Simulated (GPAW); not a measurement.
## Calculation of the molecule and its ions, with input and output: Al2H3F

System: Al2H3F.
Method: PBEsol/real-space grid, dispersion D3(BJ), scalar-relativistic datasets (GPAW 26.7.0).

The geometry comes from this level: GFN2-xTB.

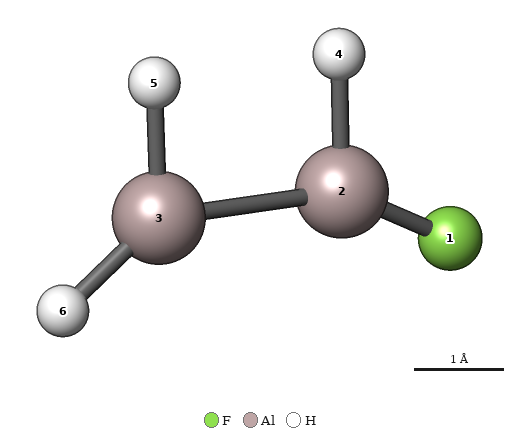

Fig. 1: The input geometry (ball-and-stick view, seen at a tilt; atoms are numbered from 1 in the order of the input). Sticks mark near contacts. Bond lengths as drawn: Al–Al 2.49 Å, Al–F 1.66 Å and Al–H 1.58 to 1.61 Å.

**Key numbers**

```json
{"quantity": "outcome", "value": "converged"}
{"quantity": "ionisation energy", "value": "8.74 eV"}
{"quantity": "hardware", "value": "1 thread of Arm Neoverse V1, 24 GiB of memory available, shared host"}
{"quantity": "wall time", "value": "1.9 min"}
{"quantity": "peak memory", "value": "1.9 GiB"}
```

**Remarks**

Further notes kept with the run: datasets made with stock radii, not tested.

**The input (gs_ipea.py)**
```python
from ase.calculators.mixing import SumCalculator
from ase.io import read
from dftd3.ase import DFTD3
from gpaw import GPAW, setup_paths
from gpaw.atom.configurations import parameters
from gpaw.atom.generator import Generator

# Structure
system = read('gs.xyz')
system.set_cell([14.0, 14.0, 14.0])
system.center()

# Generate the setups first
for symbol in ['Al', 'F', 'H']:
    Generator(symbol, xcname='PBEsol', scalarrel=True, nofiles=True, txt=None).run(**parameters[symbol])
setup_paths.insert(0, '.')

energies = {}
for name, charge, unpaired in [('neutral', 0, 0), ('oxidised', 1, 1)]:
    system.set_initial_magnetic_moments([unpaired / len(system)] * len(system))
    dft = GPAW(mode='fd',
               occupations={'name': 'fermi-dirac', 'width': 0.0, 'fixmagmom': unpaired > 0},
               charge=charge,
               maxiter=100,
               h=0.18,
               symmetry='off',
               xc='PBEsol',
               txt='-')
    system.calc = SumCalculator([DFTD3(method='PBEsol', damping='d3bj'), dft])
    energies[name] = system.get_potential_energy()
    print(f'{name:10} {energies[name]:12.5f} eV')

ip = energies['oxidised'] - energies['neutral']
print(f'Vertical IP             {ip:.3f} eV')
```

**File gs.xyz**
```
6

F     -1.119990    -2.545310     0.806290
Al    -0.497080    -1.146570     0.174250
Al     0.483360     1.137450     0.336570
H     -0.400670    -1.013540    -1.424410
H      0.584470     1.289750    -1.236210
H      0.949900     2.278230     1.343500
```

Command:
```bash
python gs_ipea.py
```

**What the program printed**
```
__  _  _
 | _ |_)|_||  |
 |__||  | ||/\| - 26.7.0

units:  Angstrom and eV
cores:  1
OpenMP: False

Versions:
  Python: 3.12.14
  ASE:    3.29.0
  Numpy:  2.5.5
  Scipy:  1.18.1
  Libxc:  7.0.0

        _gpaw.cpython-312-aarch64-linux-gnu.so

Input parameters:
  mode=FD(),
  charge=0.0,
  h=0.18,
  maxiter=100,
  occupations=Occupations(name='fermi-dirac', width=0.0, fixmagmom=False),
  symmetry=Symmetry(point_group=False, time_reversal=False),
  xc=XC(name='PBEsol')

Diagonalizing LCAO Hamiltonian
Converting LCAO to fd mode
          .---------------------------------.
         /|                                 |
        / |                                 |
       /  |                                 |
      /   |                                 |
     /    |                                 |
    /     |                                 |
   /      |                                 |
  /       |                                 |
 *        |                                 |
 |        |                H                |
 |        |                                 |
 |        |              Al                 |
 |        |          Al                     |
 |        |       F      H                  |
 |        |          H                      |
 |        |                                 |
 |        .---------------------------------.
 |       /                                 /
 |      /                                 /
 |     /                                 /
 |    /                                 /
 |   /                                 /
 |  /                                 /
 | /                                 /
 |/                                 /
 *---------------------------------*

Atoms  # Å, Bohr magnetons
|   | symbol |        x |        y |        z |    initial magnetic moments |
|---|--------|----------|----------|----------|-----------------------------|
| 0 |      F | 5.965055 | 4.588230 | 7.846745 | ( 0.0000,  0.0000,  0.0000) |
| 1 |     Al | 6.587965 | 5.986970 | 7.214705 | ( 0.0000,  0.0000,  0.0000) |
| 2 |     Al | 7.568405 | 8.270990 | 7.377025 | ( 0.0000,  0.0000,  0.0000) |
| 3 |      H | 6.684375 | 6.120000 | 5.616045 | ( 0.0000,  0.0000,  0.0000) |
| 4 |      H | 7.669515 | 8.423290 | 5.804245 | ( 0.0000,  0.0000,  0.0000) |
| 5 |      H | 8.034945 | 9.411770 | 8.383955 | ( 0.0000,  0.0000,  0.0000) |

Unit cell  # Å
| periodic |         x |         y |         z |   lengths |    angles |
|----------|-----------|-----------|-----------|-----------|-----------|
|       no | 14.000000 |  0.000000 |  0.000000 | 14.000000 | 90.000000 |
|       no |  0.000000 | 14.000000 |  0.000000 | 14.000000 | 90.000000 |
|       no |  0.000000 |  0.000000 | 14.000000 | 14.000000 | 90.000000 |

Number of symmetries: 1
Symmetry operations  # r_c * U_cc + t_c -> r_c
|   | kind |            matrix            |
|---|------|------------------------------|
| 0 |  E   |  1, 0, 0,  0, 1, 0,  0, 0, 1 |

BZ-sampling:
  Number of BZ points: 1
  Number of IBZ points: 1

  Monkhorst-Pack size: [1, 1, 1]
  Monkhorst-Pack shift: [0, 0, 0]

K-points  # in reciprocal-cell coordinates
|   |                                coordinates |     weight |
|---|--------------------------------------------|------------|
| 0 | (  0.00000000,   0.00000000,   0.00000000) | 1.00000000 |

Uniform wave function grid shape: (np.int64(75), np.int64(75), np.int64(75))
Spin-components: 1 (collinear spins)
Bands:           14
Projectors:      24
Spin-degeneracy: 2
Datatype:        float64

  Storage: CPU
  Wave functions: 47_250_000 bytes (47_250_000 per core)

Parallelization:
  kpt:    1
  domain: 1
  band:   1

Density:
  Valence electrons: 16.0
  Components: 1
  Grid points: [76 76 76]
  Charge: 0.0  # |e|

Potential:
  Grid points: [76 76 76]

species:
  F:
    name:    Fluorine
    Z:       9.0
    valence: 7
    core:    2
    charge:  0.0  # [|e|]
    file:    F.PBEsol
    compensation charges:
      type: gauss
      rc: 0.20  # [Å]
      lmax: 2
    cutoffs:
      filter: 1.14  # [Å]
      core: 0.74  # [Å]
    projectors
    | kind |    occ | energy [eV] | rcut [Å] |
    |------|--------|-------------|----------|
    |   2s |  2.000 |     -29.719 |    0.635 |
    |   2p |  5.000 |     -11.050 |    0.635 |
    |    s |        |      -2.507 |    0.635 |
    |    p |        |      16.162 |    0.635 |
    |    d |        |       0.000 |    0.635 |

    Using partial waves for F as LCAO basis

  Al:
    name:    Aluminium
    Z:       13.0
    valence: 3
    core:    10
    charge:  0.0  # [|e|]
    file:    Al.PBEsol
    compensation charges:
      type: gauss
      rc: 0.34  # [Å]
      lmax: 2
    cutoffs:
      filter: 1.91  # [Å]
      core: 2.36  # [Å]
    projectors
    | kind |    occ | energy [eV] | rcut [Å] |
    |------|--------|-------------|----------|
    |   3s |  2.000 |      -7.715 |    1.085 |
    |   3p |  1.000 |      -2.689 |    1.085 |
    |    s |        |      19.497 |    1.085 |
    |    p |        |      24.522 |    1.085 |
    |    d |        |       0.000 |    1.085 |

    Using partial waves for Al as LCAO basis

  H:
    name:    Hydrogen
    Z:       1.0
    valence: 1
    core:    0
    charge:  0.0  # [|e|]
    file:    H.PBEsol
    compensation charges:
      type: gauss
      rc: 0.15  # [Å]
      lmax: 2
    cutoffs:
      filter: 0.85  # [Å]
      core: 0.53  # [Å]
    projectors
    | kind |    occ | energy [eV] | rcut [Å] |
    |------|--------|-------------|----------|
    |   1s |  1.000 |      -6.334 |    0.476 |
    |    s |        |      20.878 |    0.476 |
    |    p |        |       0.000 |    0.476 |

    Using partial waves for H as LCAO basis

Reference energy: -15923.001837  # eV

eigensolver:
  PPCG
  Converge bands: occupied
  niter=2

density mixing:
  MSR1-Mixer
  Pratt-step length: 0.05
  Maximum mixing coefficient: 0.75
  Old densities: 10
  SVD Regularization: 0.005
  Good broyden scale: 1.0
  Trust region scale: 1.0
  Backstep threshold: 4.0
  History deletion threshold: 6.0
  Fourier metric: weight=20.0, sigma=0.015

occupation numbers:
  # Zero width

FastPoissonSolver using
    Stencil: 6*3+1=19 point O(h^6) finite-difference Laplacian
    FFT axes: []
    FST axes: [np.int64(0), np.int64(1), np.int64(2)]

xc functional:
  name: PBEsol with 2 nearest neighbor stencil
interpolation: tri-quintic # 5. degree polynomial

Initialization done in: 3.278 s

convergence criteria:
- Maximum [total energy] change in last 3 cyles: 0.0005 eV / valence electron
- Maximum integral of absolute [dens]ity change: 0.0001 electrons / valence electron
- Maximum integral of absolute [eigenst]ate change: 4e-08 eV^2 / valence electron
maximum number of iterations: 100

SCF iterations
|iter     |     time |      energy | eigst |  dens |
|---------|----------|-------------|-------|-------|
|iter:   1| 00:00:05 |  -23.335402 | +0.96 |       |
|iter:   2| 00:00:07 |  -22.952036 | -0.24 | -0.60 |
|iter:   3| 00:00:09 |  -20.889149 | +0.27 | -0.63 |
|iter:   4| 00:00:12 |  -20.858901 | -0.43 | -1.22 |
|iter:   5| 00:00:14 |  -20.856835 | -1.49 | -1.71 |
|iter:   6| 00:00:16 |  -20.858528c| -2.28 | -2.03 |
|iter:   7| 00:00:19 |  -20.858760c| -3.16 | -2.54 |
|iter:   8| 00:00:21 |  -20.858770c| -4.08 | -3.28 |
|iter:   9| 00:00:23 |  -20.858772c| -4.87 | -3.86 |
|iter:  10| 00:00:26 |  -20.858772c| -5.59 | -4.28c|
|iter:  11| 00:00:28 |  -20.858772c| -6.29 | -4.78c|
|iter:  12| 00:00:30 |  -20.858772c| -6.99 | -5.22c|
|iter:  13| 00:00:33 |  -20.858772c| -7.66c| -5.73c|

Converged in 13 steps
SCF loop duration: 29.366 s (2.259 s/step)
Energy contributions relative to reference atoms: (reference = -15923.001837)

Energy contributions:
  Kinetic:          30.402151
  Coulomb:         -29.550326
  Zero:              0.208627
  External:          0.000000
  Xc:              -21.919224
  Entropy:           0.000000
  Spinorbit:         0.000000
  ----------------------------
  Free energy:     -20.858772
  Extrapolated:    -20.858772

dipole moment: (0.115435, 0.270492, 0.136127)  # |e|*Ang

Fermi level: -4.800
Eigenvalues  # (at kpt = [0.000, 0.000, 0.000])
| band index |      eig [eV] | occ [0-2] |
|------------|---------------|-----------|
|          0 |       -28.429 |     2.000 |
|          1 |       -11.321 |     2.000 |
|          2 |       -10.397 |     2.000 |
|          3 |        -9.689 |     2.000 |
|          4 |        -9.622 |     2.000 |
|          5 |        -8.449 |     2.000 |
|          6 |        -7.155 |     2.000 |
|          7 |        -5.809 |     2.000 |
|          8 |        -3.791 |     0.000 |
|          9 |        -1.528 |     0.000 |
|         10 |        -1.250 |     0.000 |
|         11 |        -0.456 |     0.000 |
|         12 |        -0.074 |     0.000 |
|         13 |         0.570 |     0.000 |

Gap: 2.018 eV
Transition (v -> c):
  (s=0, k=0, n=7, [0.00, 0.00, 0.00]) -> (s=0, k=0, n=8, [0.00, 0.00, 0.00])
No difference between direct/indirect transitions
vacuum-level: 0.000  # V
neutral       -20.89501 eV
  __  _  _
 | _ |_)|_||  |
 |__||  | ||/\| - 26.7.0

units:  Angstrom and eV
cores:  1
OpenMP: False

Versions:
  Python: 3.12.14
  ASE:    3.29.0
  Numpy:  2.5.5
  Scipy:  1.18.1
  Libxc:  7.0.0

        _gpaw.cpython-312-aarch64-linux-gnu.so

Input parameters:
  mode=FD(),
  charge=1,
  h=0.18,
  maxiter=100,
  occupations=Occupations(name='fermi-dirac', width=0.0, fixmagmom=True),
  symmetry=Symmetry(point_group=False, time_reversal=False),
  xc=XC(name='PBEsol')

Diagonalizing LCAO Hamiltonian
Converting LCAO to fd mode
          .---------------------------------.
         /|                                 |
        / |                                 |
       /  |                                 |
      /   |                                 |
     /    |                                 |
    /     |                                 |
   /      |                                 |
  /       |                                 |
 *        |                                 |
 |        |                H                |
 |        |                                 |
 |        |              Al                 |
 |        |          Al                     |
 |        |       F      H                  |
 |        |          H                      |
 |        |                                 |
 |        .---------------------------------.
 |       /                                 /
 |      /                                 /
 |     /                                 /
 |    /                                 /
 |   /                                 /
 |  /                                 /
 | /                                 /
 |/                                 /
 *---------------------------------*

Atoms  # Å, Bohr magnetons
|   | symbol |        x |        y |        z |    initial magnetic moments |
|---|--------|----------|----------|----------|-----------------------------|
| 0 |      F | 5.965055 | 4.588230 | 7.846745 | ( 0.0000,  0.0000,  0.1667) |
| 1 |     Al | 6.587965 | 5.986970 | 7.214705 | ( 0.0000,  0.0000,  0.1667) |
| 2 |     Al | 7.568405 | 8.270990 | 7.377025 | ( 0.0000,  0.0000,  0.1667) |
| 3 |      H | 6.684375 | 6.120000 | 5.616045 | ( 0.0000,  0.0000,  0.1667) |
| 4 |      H | 7.669515 | 8.423290 | 5.804245 | ( 0.0000,  0.0000,  0.1667) |
| 5 |      H | 8.034945 | 9.411770 | 8.383955 | ( 0.0000,  0.0000,  0.1667) |

Unit cell  # Å
| periodic |         x |         y |         z |   lengths |    angles |
|----------|-----------|-----------|-----------|-----------|-----------|
|       no | 14.000000 |  0.000000 |  0.000000 | 14.000000 | 90.000000 |
|       no |  0.000000 | 14.000000 |  0.000000 | 14.000000 | 90.000000 |
|       no |  0.000000 |  0.000000 | 14.000000 | 14.000000 | 90.000000 |

Number of symmetries: 1
Symmetry operations  # r_c * U_cc + t_c -> r_c
|   | kind |            matrix            |
|---|------|------------------------------|
| 0 |  E   |  1, 0, 0,  0, 1, 0,  0, 0, 1 |

BZ-sampling:
  Number of BZ points: 1
  Number of IBZ points: 1

  Monkhorst-Pack size: [1, 1, 1]
  Monkhorst-Pack shift: [0, 0, 0]

K-points  # in reciprocal-cell coordinates
|   |                                coordinates |     weight |
|---|--------------------------------------------|------------|
| 0 | (  0.00000000,   0.00000000,   0.00000000) | 1.00000000 |

Uniform wave function grid shape: (np.int64(75), np.int64(75), np.int64(75))
Spin-components: 2 (collinear spins)
Bands:           14
Projectors:      24
Spin-degeneracy: 1
Datatype:        float64

  Storage: CPU
  Wave functions: 94_500_000 bytes (94_500_000 per core)

Parallelization:
  kpt:    1
  domain: 1
  band:   1

Density:
  Valence electrons: 16.0
  Components: 2
  Grid points: [76 76 76]
  Charge: 1.0  # |e|

Potential:
  Grid points: [76 76 76]

species:
  F:
    name:    Fluorine
    Z:       9.0
    valence: 7
    core:    2
    charge:  0.0  # [|e|]
    file:    F.PBEsol
    compensation charges:
      type: gauss
      rc: 0.20  # [Å]
      lmax: 2
    cutoffs:
      filter: 1.14  # [Å]
      core: 0.74  # [Å]
    projectors
    | kind |    occ | energy [eV] | rcut [Å] |
    |------|--------|-------------|----------|
    |   2s |  2.000 |     -29.719 |    0.635 |
    |   2p |  5.000 |     -11.050 |    0.635 |
    |    s |        |      -2.507 |    0.635 |
    |    p |        |      16.162 |    0.635 |
    |    d |        |       0.000 |    0.635 |

    Using partial waves for F as LCAO basis

  Al:
    name:    Aluminium
    Z:       13.0
    valence: 3
    core:    10
    charge:  0.0  # [|e|]
    file:    Al.PBEsol
    compensation charges:
      type: gauss
      rc: 0.34  # [Å]
      lmax: 2
    cutoffs:
      filter: 1.91  # [Å]
      core: 2.36  # [Å]
    projectors
    | kind |    occ | energy [eV] | rcut [Å] |
    |------|--------|-------------|----------|
    |   3s |  2.000 |      -7.715 |    1.085 |
    |   3p |  1.000 |      -2.689 |    1.085 |
    |    s |        |      19.497 |    1.085 |
    |    p |        |      24.522 |    1.085 |
    |    d |        |       0.000 |    1.085 |

    Using partial waves for Al as LCAO basis

  H:
    name:    Hydrogen
    Z:       1.0
    valence: 1
    core:    0
    charge:  0.0  # [|e|]
    file:    H.PBEsol
    compensation charges:
      type: gauss
      rc: 0.15  # [Å]
      lmax: 2
    cutoffs:
      filter: 0.85  # [Å]
      core: 0.53  # [Å]
    projectors
    | kind |    occ | energy [eV] | rcut [Å] |
    |------|--------|-------------|----------|
    |   1s |  1.000 |      -6.334 |    0.476 |
    |    s |        |      20.878 |    0.476 |
    |    p |        |       0.000 |    0.476 |

    Using partial waves for H as LCAO basis

Reference energy: -15923.001837  # eV

eigensolver:
  PPCG
  Converge bands: occupied
  niter=2

density mixing:
  MSR1-Mixer
  Pratt-step length: 0.05
  Maximum mixing coefficient: 0.75
  Old densities: 10
  SVD Regularization: 0.005
  Good broyden scale: 1.0
  Trust region scale: 1.0
  Backstep threshold: 4.0
  History deletion threshold: 6.0
  Fourier metric: weight=20.0, sigma=0.015

occupation numbers:
  Fixed magnetic moment: 1.000
  # Zero width

FastPoissonSolver using
    Stencil: 6*3+1=19 point O(h^6) finite-difference Laplacian
    FFT axes: []
    FST axes: [np.int64(0), np.int64(1), np.int64(2)]

xc functional:
  name: PBEsol with 2 nearest neighbor stencil
interpolation: tri-quintic # 5. degree polynomial

Initialization done in: 8.482 s

convergence criteria:
- Maximum [total energy] change in last 3 cyles: 0.0005 eV / valence electron
- Maximum integral of absolute [dens]ity change: 0.0001 electrons / valence electron
- Maximum integral of absolute [eigenst]ate change: 4e-08 eV^2 / valence electron
maximum number of iterations: 100

SCF iterations
|iter     |     time |      energy | eigst |  dens |  magmom |
|---------|----------|-------------|-------|-------|---------|
|iter:   1| 00:00:44 |  -16.912959 | +0.97 |       |  +0.9873|
|iter:   2| 00:00:49 |  -15.991883 | -0.10 | -0.43 |  +0.9879|
|iter:   3| 00:00:53 |  -12.213893 | +0.58 | -0.47 |  +0.9946|
|iter:   4| 00:00:58 |  -12.145222 | -0.17 | -0.97 |  +0.9975|
|iter:   5| 00:01:03 |  -12.114152 | -0.95 | -1.30 |  +0.9989|
|iter:   6| 00:01:07 |  -12.118250 | -1.84 | -1.69 |  +0.9997|
|iter:   7| 00:01:13 |  -12.119335c| -2.69 | -2.13 |  +0.9999|
|iter:   8| 00:01:20 |  -12.119543c| -3.36 | -2.57 |  +1.0000|
|iter:   9| 00:01:26 |  -12.119578c| -3.95 | -3.05 |  +1.0000|
|iter:  10| 00:01:31 |  -12.119584c| -4.65 | -3.49 |  +1.0000|
|iter:  11| 00:01:36 |  -12.119585c| -5.28 | -3.93 |  +1.0000|
|iter:  12| 00:01:41 |  -12.119585c| -6.22 | -4.53c|  +1.0000|
|iter:  13| 00:01:46 |  -12.119585c| -6.79 | -4.75c|  +1.0000|
|iter:  14| 00:01:52 |  -12.119585c| -7.62c| -5.22c|  +1.0000|

Converged in 14 steps
SCF loop duration: 70.863 s (5.062 s/step)
Energy contributions relative to reference atoms: (reference = -15923.001837)

Energy contributions:
  Kinetic:          21.390056
  Coulomb:         -19.239112
  Zero:              0.212049
  External:          0.000000
  Xc:              -14.482578
  Entropy:           0.000000
  Spinorbit:         0.000000
  ----------------------------
  Free energy:     -12.119585
  Extrapolated:    -12.119585

dipole moment: (7.195659, 7.396167, 7.298886)  # |e|*Ang

Total magnetic moment: (0.000000, 0.000000, 1.000000)

Local magnetic moments
|        x |        y |        z |
|----------|----------|----------|
| 0.000000 | 0.000000 | 0.024277 |  # F    0
| 0.000000 | 0.000000 | 0.104431 |  # Al   1
| 0.000000 | 0.000000 | 0.090070 |  # Al   2
| 0.000000 | 0.000000 | 0.091938 |  # H    3
| 0.000000 | 0.000000 | 0.009950 |  # H    4
| 0.000000 | 0.000000 | 0.034527 |  # H    5

Fermi levels: -10.656, -12.163
Eigenvalues  # (at kpt = [0.000, 0.000, 0.000])
| band index |      eig [eV] | occ [0-1] |      eig [eV] | occ [0-1] |
|------------|---------------|-----------|---------------|-----------|
|          0 |       -33.733 |     1.000 |       -33.682 |     1.000 |
|          1 |       -17.547 |     1.000 |       -17.047 |     1.000 |
|          2 |       -16.047 |     1.000 |       -15.911 |     1.000 |
|          3 |       -15.086 |     1.000 |       -14.852 |     1.000 |
|          4 |       -14.869 |     1.000 |       -14.844 |     1.000 |
|          5 |       -14.601 |     1.000 |       -14.219 |     1.000 |
|          6 |       -12.947 |     1.000 |       -12.685 |     1.000 |
|          7 |       -12.758 |     1.000 |       -11.641 |     0.000 |
|          8 |        -9.672 |     0.000 |        -9.285 |     0.000 |
|          9 |        -7.291 |     0.000 |        -6.904 |     0.000 |
|         10 |        -6.627 |     0.000 |        -6.541 |     0.000 |
|         11 |        -6.197 |     0.000 |        -5.728 |     0.000 |
|         12 |        -5.172 |     0.000 |        -4.944 |     0.000 |
|         13 |        -4.033 |     0.000 |        -3.675 |     0.000 |

Gap: 1.969 eV
Transition (v -> c):
  (s=1, k=0, n=7, [0.00, 0.00, 0.00]) -> (s=0, k=0, n=8, [0.00, 0.00, 0.00])
No difference between direct/indirect transitions
vacuum-level: 0.000  # V
oxidised      -12.15582 eV
Vertical IP             8.739 eV
```
